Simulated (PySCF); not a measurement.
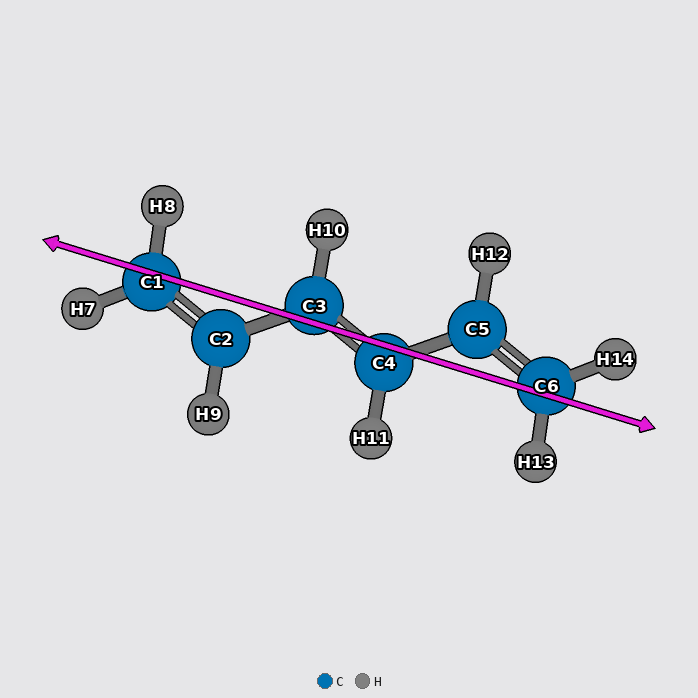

The double arrow shows the direction of the transition dipole to excited singlet state 1 (its length means nothing). The geometry was computed by an optimisation with GFN2-xTB. No frequency run is at hand to confirm it as a minimum. Level of theory: TDDFT PBE0/def2-SVPD, vertical, gas phase, core orbitals frozen in the response (PySCF 2.14.0).

How is the transition polarised?

In the molecular plane, close to the long direction C1···C6.

Where does the transition lie, and how strong is it?

4.85 eV (256 nm), oscillator strength 1.09, mainly HOMO → LUMO (weight 0.98); transition dipole 7.71 D.
